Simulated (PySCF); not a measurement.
C6H7NO (SMILES COc1ccncc1)

```json
{"atom": "C", "x (Å)": "2.2546", "y (Å)": "-0.1412", "z (Å)": "0.1163"}
{"atom": "O", "x (Å)": "1.2118", "y (Å)": "0.7931", "z (Å)": "0.0288"}
{"atom": "C", "x (Å)": "-0.0501", "y (Å)": "0.3475", "z (Å)": "-0.0402"}
{"atom": "C", "x (Å)": "-1.0647", "y (Å)": "1.3113", "z (Å)": "-0.1118"}
{"atom": "C", "x (Å)": "-2.3823", "y (Å)": "0.8826", "z (Å)": "-0.1830"}
{"atom": "N", "x (Å)": "-2.7548", "y (Å)": "-0.3991", "z (Å)": "-0.1887"}
{"atom": "C", "x (Å)": "-1.7855", "y (Å)": "-1.3027", "z (Å)": "-0.1220"}
{"atom": "C", "x (Å)": "-0.4245", "y (Å)": "-1.0003", "z (Å)": "-0.0459"}
{"atom": "H", "x (Å)": "2.2893", "y (Å)": "-0.7989", "z (Å)": "-0.7694"}
{"atom": "H", "x (Å)": "3.1869", "y (Å)": "0.4343", "z (Å)": "0.1688"}
{"atom": "H", "x (Å)": "2.1676", "y (Å)": "-0.7657", "z (Å)": "1.0222"}
{"atom": "H", "x (Å)": "-0.8021", "y (Å)": "2.3704", "z (Å)": "-0.1095"}
{"atom": "H", "x (Å)": "-3.1879", "y (Å)": "1.6240", "z (Å)": "-0.2391"}
{"atom": "H", "x (Å)": "-2.0960", "y (Å)": "-2.3546", "z (Å)": "-0.1280"}
{"atom": "H", "x (Å)": "0.3068", "y (Å)": "-1.8070", "z (Å)": "0.0064"}
```

Geometry: PBE0-D3(BJ)/def2-SVP.

Computed with CAM-B3LYP/def2-SVPD, SCF density, gas phase (PySCF 2.14.0).

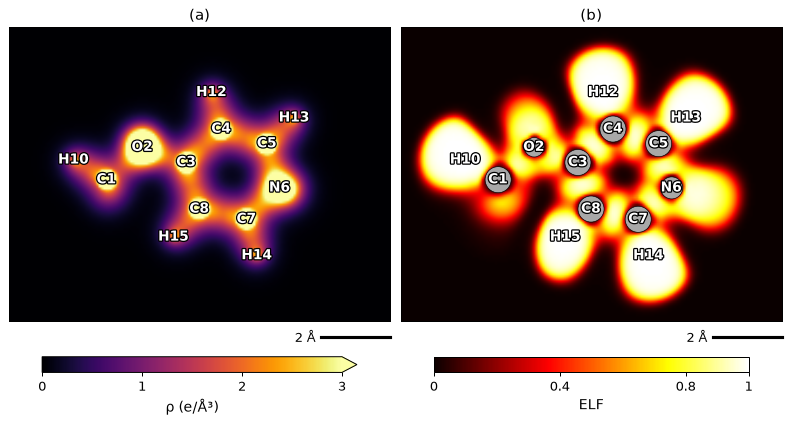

Figure 1. (a) total electron density; (b) electron localisation function on the plane of atoms N6, C5 and H13. Grey discs cover the atomic cores in the ELF map.

> What does the map show?

- The plane passes through C, O, N and H nuclei.
- C–N (1.33 Å): ρ at the midpoint is about 2.5 e/Å³; the ELF peaks at about 0.90 between the atoms, as expected for a covalent bond.
- C–O (1.34 Å): ρ is about 2.4 e/Å³ halfway; the ELF peaks at about 0.90 between the atoms (a polar covalent bond).
- C–C (1.39 Å): the density is about 2.1 e/Å³ at the midpoint; the ELF peaks at about 0.95 between the atoms; localised, covalent bonding.
- C–H (1.09 Å): ρ at the midpoint is about 2 e/Å³; the ELF climbs to about 1 towards the hydrogen, as it does in any bond to H: a covalent bond by its length.
- C–O (1.40 Å): ρ at the midpoint is about 2.1 e/Å³, with its minimum of 1.7 e/Å³ about 0.5 Å from C; the ELF peaks at about 0.90 between the atoms, as expected for a shared but strongly polarised pair.
- The ELF also peaks beside N6 and O2, away from the bonds: lone-pair regions.

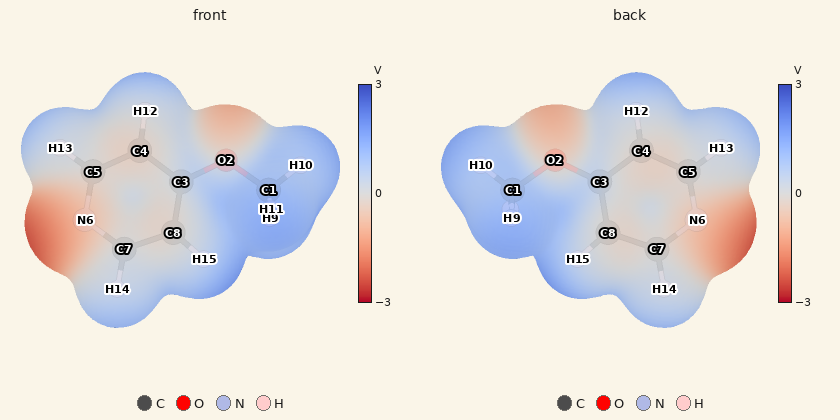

Figure 2. The molecular electrostatic potential painted on the density surface at 0.004 e/bohr³, seen from the front and from behind; red is negative and blue positive.

> Which sites attract a positive test charge, and which a negative one?

A positive charge is drawn to the negative regions and a negative charge to the positive ones. The most negative region (about −2.3 V) lies over N6, the most positive (about +1.7 V) over H15. N6 is the likeliest acceptor of a hydrogen bond.

> How polar is the molecule by this calculation?

Its dipole moment is 3.28 D.
